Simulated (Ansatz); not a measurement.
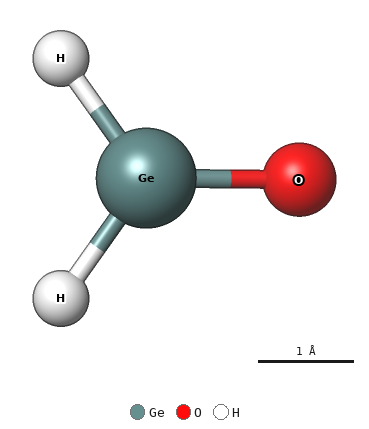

**Figure 1.** The starting structure (ball-and-stick view, seen on its broad side). Sticks mark near contacts. Bond lengths as drawn: Ge–H 1.55 Å and Ge–O 1.66 Å.

# Run report: GeH2O, geometry relaxation

GeH2O, computed with RKS PBE0-D4/def2-TZVP (Ansatz 0.2.0).

Figures and captions count atoms from 1; the log counts them from 0 in places.

## What the program printed
```
Functional definition: PBE0
  name "PBE0"
  cite "Adamo & Barone, J. Chem. Phys. 110, 6158 (1999) doi:10.1063/1.478522"
  cite "Perdew, Burke & Ernzerhof, Phys. Rev. Lett. 77, 3865 (1996) doi:10.1103/PhysRevLett.77.3865"
  parent pbe
  parameter a = 0.25
  parameter kappa = 0.804
  parameter beta = 0.06672455060314922
  exchange = (1 - a)*pbe_x(kappa = kappa, mu = beta*pi^2/3) + a*exact_x
  correlation = pbe_c(beta = beta)
640 factors; their error is unknown
mean field evaluation 1: about -58578.9759 eV, gradient 6.8e1 eV
mean field evaluation 2: about -58474.8718 eV, gradient 1.9e2 eV
mean field evaluation 4: about -58587.3173 eV, gradient 1.2e1 eV
mean field evaluation 8: about -58587.5417 eV, gradient 3.2e-2 eV
mean field evaluation 16: about -58587.8179 eV, gradient 7.1e-5 eV
mean field -58587.81789245 eV, -2153.0625952983 hartree, gradient 7.1e-5 eV, S^2 0.000000; 0 other end points of the search recorded, 0 dependent functions left out
the calculation of the forces begins
reference -58587.81791472 eV, -2153.0625961165 hartree; 21, 21 occupied and 70, 70 virtual orbitals, 640 factors
relax step   1: F+E_penalty+E_count = -58587.85507937 eV  Δ(F+E_penalty+E_count) = +0.000e0 eV  max|allowed force component| = 1.236e0 eV/Å  Δτ_max = 0.0000 Å  (27 SCF iters, accepted)
these checks for a lower state are left out or cut short: starts, cluster_reference, orbital_swaps, neighbouring_geometries, increment
640 factors; their error is unknown
mean field -58587.89618049 eV, -2153.0654723307 hartree, gradient 1.3e-5 eV, S^2 0.000000; 0 other end points of the search recorded, 0 dependent functions left out
the calculation of the forces begins
reference -58587.89620249 eV, -2153.0654731390 hartree; 21, 21 occupied and 70, 70 virtual orbitals, 640 factors
relax step   2: F+E_penalty+E_count = -58587.93327380 eV  Δ(F+E_penalty+E_count) = -7.819e-2 eV  max|allowed force component| = 1.129e0 eV/Å  Δτ_max = 0.1959 Å  (33 SCF iters, accepted)
these checks for a lower state are left out or cut short: starts, cluster_reference, orbital_swaps, neighbouring_geometries, increment
640 factors; their error is unknown
mean field evaluation 32: about -58587.9342 eV, gradient 1.3e-5 eV
mean field -58587.93420204 eV, -2153.0668695970 hartree, gradient 1.3e-5 eV, S^2 0.000000; 0 other end points of the search recorded, 0 dependent functions left out
the calculation of the forces begins
reference -58587.93422385 eV, -2153.0668703984 hartree; 21, 21 occupied and 70, 70 virtual orbitals, 640 factors
relax step   3: F+E_penalty+E_count = -58587.97149549 eV  Δ(F+E_penalty+E_count) = -3.822e-2 eV  max|allowed force component| = 4.242e-1 eV/Å  Δτ_max = 0.0478 Å  (31 SCF iters, accepted)
these checks for a lower state are left out or cut short: starts, cluster_reference, orbital_swaps, neighbouring_geometries, increment
640 factors; their error is unknown
mean field -58587.93840711 eV, -2153.0670241302 hartree, gradient 1.2e-5 eV, S^2 0.000000; 0 other end points of the search recorded, 0 dependent functions left out
the calculation of the forces begins
reference -58587.93842891 eV, -2153.0670249314 hartree; 21, 21 occupied and 70, 70 virtual orbitals, 640 factors
relax step   4: F+E_penalty+E_count = -58587.97569638 eV  Δ(F+E_penalty+E_count) = -4.201e-3 eV  max|allowed force component| = 6.371e-2 eV/Å  Δτ_max = 0.0098 Å  (30 SCF iters, accepted)
these checks for a lower state are left out or cut short: starts, cluster_reference, orbital_swaps, neighbouring_geometries, increment
640 factors; their error is unknown
mean field -58587.93862359 eV, -2153.0670320857 hartree, gradient 1.0e-5 eV, S^2 0.000000; 0 other end points of the search recorded, 0 dependent functions left out
the calculation of the forces begins
reference -58587.93864537 eV, -2153.0670328862 hartree; 21, 21 occupied and 70, 70 virtual orbitals, 640 factors
relax step   5: F+E_penalty+E_count = -58587.97590816 eV  Δ(F+E_penalty+E_count) = -2.118e-4 eV  max|allowed force component| = 1.582e-2 eV/Å  Δτ_max = 0.0073 Å  (31 SCF iters, accepted)
these checks for a lower state are left out or cut short: starts, cluster_reference, orbital_swaps, neighbouring_geometries, increment
640 factors; their error is unknown
mean field -58587.93864003 eV, -2153.0670326901 hartree, gradient 6.7e-5 eV, S^2 0.000000; 0 other end points of the search recorded, 0 dependent functions left out
the calculation of the forces begins
reference -58587.93866182 eV, -2153.0670334907 hartree; 21, 21 occupied and 70, 70 virtual orbitals, 640 factors
relax step   6: F+E_penalty+E_count = -58587.97592535 eV  Δ(F+E_penalty+E_count) = -1.719e-5 eV  max|allowed force component| = 9.364e-4 eV/Å  Δτ_max = 0.0015 Å  (20 SCF iters, accepted)
640 factors; their error is unknown
mean field evaluation 64: about -58587.6650 eV, gradient 2.0e-2 eV
```

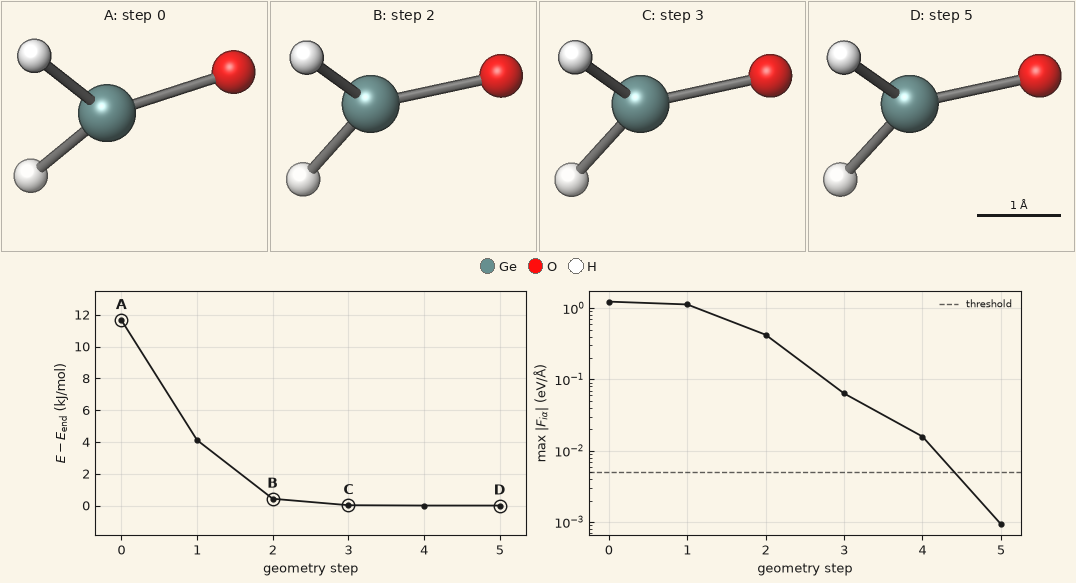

**Figure 2.** Frames of the relaxation (ball-and-stick view, seen at a tilt) above the curves, on which the letters mark them (the first geometry is step 0 here and step 1 in the log).

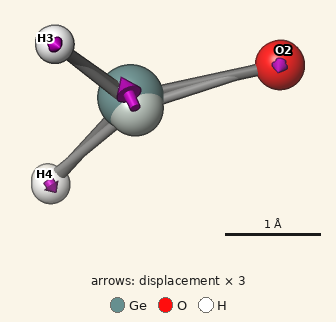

**Figure 3.** Start (faint) and end (solid) with the displacements as pink arrows, magnified 3 times (ball-and-stick view, seen at a tilt). The two geometries are laid on each other by the best rigid fit. The largest move after the best rigid fit is that of Ge1, 0.15 Å. Largest moves by element: Ge 0.15 Å, H 0.06 Å, O 0.06 Å. Distances before and after: Ge1–O2 1.655 → 1.632 Å, Ge1–H3 1.553 → 1.542 Å. Among the angles that change: H3–Ge1–H4 109.0° → 113.1°. The energy falls by 11.7 kJ/mol in 5 geometry steps. The largest force component goes from 1.2 to 0.00094 eV/Å. (Atoms are counted from 1 in the order of the input.)

```
mean field -58587.93864003 eV, -2153.0670326901 hartree, gradient 6.7e-5 eV, S^2 0.000000; 1 other end points of the search recorded, 0 dependent functions left out
the calculation of the forces begins
reference -58587.93866182 eV, -2153.0670334907 hartree; 21, 21 occupied and 70, 70 virtual orbitals, 640 factors
Total energy: -58587.97594714 eV, -2153.0684037009 hartree
Atom 0 at    -1.257955     0.149691     0.055138 Å, force     0.000091     0.000628     0.000936 eV/Å
Atom 1 at    -1.399911    -0.754973    -1.295928 Å, force     0.000029     0.000170     0.000255 eV/Å
Atom 2 at    -1.089386     1.681975     0.037325 Å, force    -0.000075    -0.000565    -0.000483 eV/Å
Atom 3 at    -1.278807    -0.441194     1.478882 Å, force    -0.000045    -0.000233    -0.000708 eV/Å
Dipole moment:     0.070936     0.452063     0.675133 e Å
```

## Trajectory as extended XYZ (Å, eV, eV/Å), 6 frames, from step=1 to step=6
```
4
Properties=species:S:1:pos:R:3:forces:R:3 step=1 energy=-58587.85508
Ge   -1.1154    0.1263    0.0394   -1.2360  -0.2020  -0.4599
O    -1.4536   -0.7630   -1.3149    0.5424   0.4710   0.7650
H    -1.1355    1.6792    0.0672    0.3461  -0.1414  -0.1478
H    -1.3216   -0.4070    1.4836    0.3474  -0.1276  -0.1572
4
Properties=species:S:1:pos:R:3:forces:R:3 step=2 energy=-58587.93327
Ge   -1.3069    0.1598    0.0635    0.3399  -0.6112  -0.8556
O    -1.3848   -0.7686   -1.3140   -0.0537   0.7710   1.1285
H    -1.0705    1.7056    0.0273   -0.1675  -0.3534   0.0492
H    -1.2639   -0.4613    1.4986   -0.1187   0.1936  -0.3222
4
Properties=species:S:1:pos:R:3:forces:R:3 step=3 energy=-58587.97149
Ge   -1.2592    0.1567    0.0654   -0.0277  -0.2855  -0.4242
O    -1.3984   -0.7509   -1.2897    0.0107   0.1090   0.1619
H    -1.0897    1.6742    0.0306    0.0214   0.2328   0.0330
H    -1.2788   -0.4446    1.4692   -0.0044  -0.0563   0.2293
4
Properties=species:S:1:pos:R:3:forces:R:3 step=4 energy=-58587.97570
Ge   -1.2579    0.1512    0.0574    0.0057   0.0301   0.0451
O    -1.3995   -0.7527   -1.2925   -0.0070  -0.0426  -0.0637
H    -1.0893    1.6839    0.0319   -0.0011  -0.0132   0.0225
H    -1.2794   -0.4469    1.4787    0.0024   0.0257  -0.0039
4
Properties=species:S:1:pos:R:3:forces:R:3 step=5 energy=-58587.97591
Ge   -1.2579    0.1493    0.0546   -0.0018  -0.0074  -0.0111
O    -1.4000   -0.7555   -1.2967    0.0019   0.0106   0.0158
H    -1.0894    1.6814    0.0387    0.0005   0.0042  -0.0063
H    -1.2787   -0.4397    1.4789   -0.0006  -0.0074   0.0016
4
Properties=species:S:1:pos:R:3:forces:R:3 step=6 energy=-58587.97592
Ge   -1.2580    0.1497    0.0551    0.0001   0.0006   0.0009
O    -1.3999   -0.7550   -1.2959    0.0000   0.0002   0.0003
H    -1.0894    1.6820    0.0373   -0.0001  -0.0006  -0.0005
H    -1.2788   -0.4412    1.4789    0.0000  -0.0002  -0.0007
```

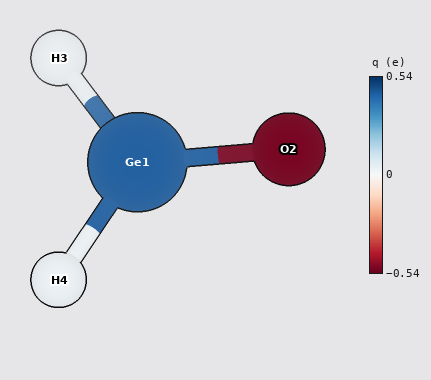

**Figure 4.** Mulliken charges, as the colour of each atom (ball-and-stick view, seen at a tilt; atoms are numbered from 1 in the order of the input). By element: Ge +0.45, O −0.51 and H +0.03 e.

The run was set up as follows.

## Input file
```yaml
crystal:
  periodic: [false, false, false]
  atoms:
    - {symbol: Ge, position_ang: [-1.115350, 0.126307, 0.039436]}
    - {symbol: O, position_ang: [-1.453600, -0.763031, -1.314851]}
    - {symbol: H, position_ang: [-1.135496, 1.679179, 0.067209]}
    - {symbol: H, position_ang: [-1.321613, -0.406957, 1.483622]}
basis:
  gaussian: {orbitals: def2-TZVP}
hamiltonian: {xc: pbe0, dispersion: d4}
relax: {f_tol: 0.005, max_steps: 200}
```

Launch command:
```bash
ansatz run in.yaml --threads 4 --pin off --events-out ev --progress --plain --max-ram 9574MiB
```

## Summary

| quantity | value |
| --- | --- |
| outcome | converged |
| total energy | −58587.9759 eV |
| mean-field energy | −58587.9387 eV |
| dispersion energy | −0.0373 eV |
| SCF solution under orbital rotations | stable |
| largest force (length of the vector) at the end | 0.001 eV/Å |
| dipole moment | 3.92 D |
| hardware | 4 threads of Arm Neoverse V1, 23 GiB of memory available, shared host |
| wall time | 3.9 s (CPU time 13 s) |
| peak memory | 0.4 GiB |
